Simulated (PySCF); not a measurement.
FH₆OSi, charge +1, SMILES `[OH3+].[SiH3]F`.

PySCF calculation, HF/def2-SVPD, gas phase; geometry: GFN2-xTB.

Coordinates in Å:

```
O1      -2.5687    0.0017    0.1166
H2      -2.9318    0.7955   -0.3154
H3      -1.5366    0.0027    0.0751
H4      -2.9291   -0.8155   -0.2880
Si5      1.6392   -0.0004    0.0286
F6      -0.0676    0.0009   -0.1053
H7       1.8094    1.2543    0.7399
H8       1.9845   -0.0310   -1.3780
H9       1.8137   -1.2217    0.7821
```

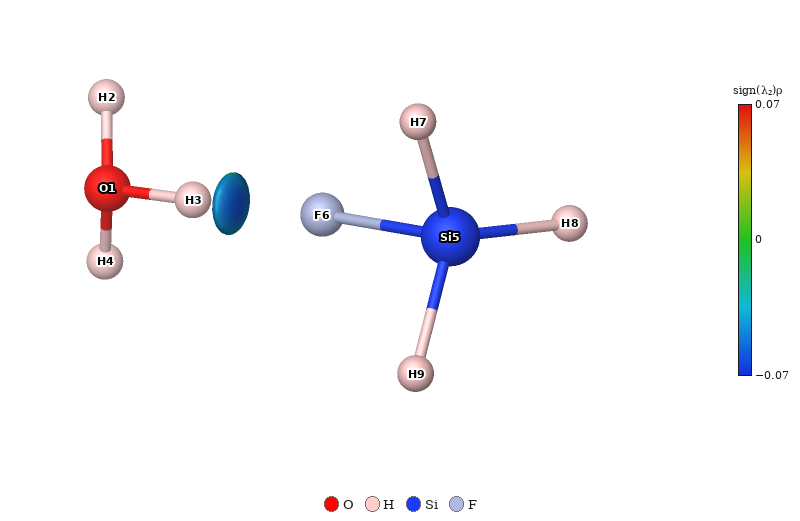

Non-covalent interaction surfaces between the fragments (reduced density gradient s = 0.5, coloured by sign(λ₂)ρ in a.u.; trimmed to the region between the fragments where ρ is under 0.1 a.u.). Fragment A: H3O(+1) (atoms 1–4); fragment B: SiH3F.

### Which interactions hold the two fragments together?

Bond critical points between the fragments: H3···F6, hydrogen bond, 1.48 Å, ρ = 0.056 a.u. It appears blue (attractive, sign(λ₂)ρ well below zero). The pose is a local one from a semi-empirical search, not shown to be the most stable. With a charged fragment, long-range electrostatics, which these surfaces don't show, weighs heavily in the interaction energy.

### How strongly are they bound?

The counterpoise-corrected interaction energy of the frozen fragments is −30.5 kcal/mol without dispersion correction and −32.8 kcal/mol with D3(BJ). The pair geometry is semi-empirical, not a minimum at this level.
